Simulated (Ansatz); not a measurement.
Breaking the O2–H3 bond in HKO (SMILES [OH][K]) (multiplicity 1 held, fragments rigid). Energies count from the point at 0.957 Å.
Geometry at that point (charge 0, multiplicity 1):
```xyz
3

K      0.000     0.000    -0.748
O      0.000     0.000     1.474
H      0.000     0.000     2.431
```

Restricted levels (R-, RO-) in cc, def2 and unpolarised 6-31G sets keep to the state of the molecule at rest. U- levels take the lowest unrestricted solution at each point, which mixes spins at long bonds. Curves can end on different states.

Frozen-core correlation.

Programs: Ansatz (Gaussian basis) for Hartree–Fock, density functionals and correlated methods. Each number belongs to the level named beside it.

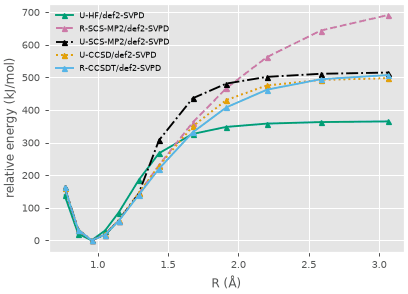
*Relative energy along the coordinate*

Q: Read off the U-HF/def2-SVPD curve at R = 2.202.

A: about 360 kJ/mol

Doubts at one or more of the structures used: a spin-contaminated determinant (U-HF/def2-SVPD, U-SCS-MP2/def2-SVPD, U-CCSD/def2-SVPD); a restricted determinant that unrestricted orbitals would lower (R-SCS-MP2/def2-SVPD, R-CCSDT/def2-SVPD); T1 above 0.05 (U-CCSD/def2-SVPD, R-CCSDT/def2-SVPD); other coupled-cluster roots lie near (R-CCSDT/def2-SVPD).

Ansatz is an electronic-structure program.
